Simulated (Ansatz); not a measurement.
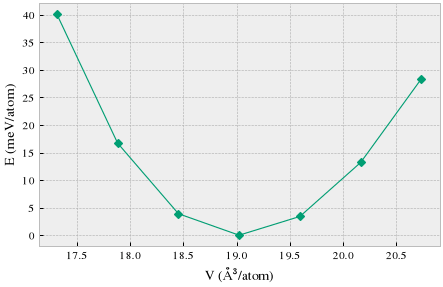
ZnSe in space group P-6m2 (No. 187; Zn on 1a, Se on 1f) under volume change, plane-wave PAW PBEsol (Ansatz code), shape and atoms relaxed at each volume.

**Question.** What does a third-order Birch–Murnaghan fit give for V₀, B₀ and B′?

**Answer.** V₀ = 19.03 Å³/atom, B₀ = 69.9 GPa, B′ = 4.5.

A made-up cell: these elements were put on the sites of a structure type; neither database checked (COD, Materials Project) lists it. It is not the phase usual at ambient conditions (space group No. 216). The cell keeps a stress of up to 0.3 GPa. The cell was relaxed with PBEsol under the symmetry of its start; of distortions, only those at the zone centre were tested.

Potentials: the later of the program's two PAW sets.
